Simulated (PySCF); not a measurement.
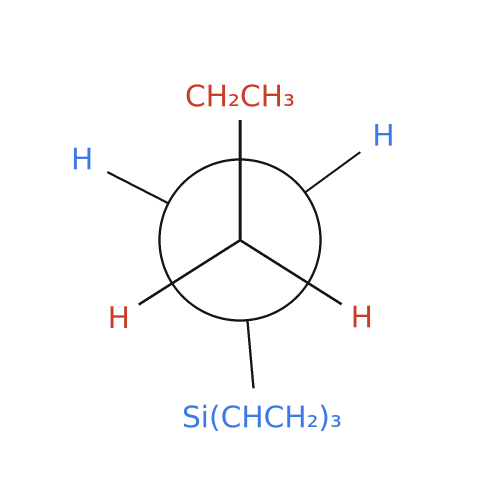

A Newman projection along the C–C bond, carbon in front; angles are drawn as computed, but eclipsed bonds slightly apart. The computed structure is the end point of a PBE0-D3(BJ)/def2-SVP optimisation. No frequency run is at hand to confirm it as a minimum.

Which molecule is it?

C10H18Si, C=C[Si](C=C)(C=C)CCCC

What is the torsion angle from the front CH2CH3 to the back Si(CHCH2)3? The sign is positive where the front bond must turn clockwise to cover the back bond.

175°, antiperiplanar (anti). The conformation about this bond is staggered.
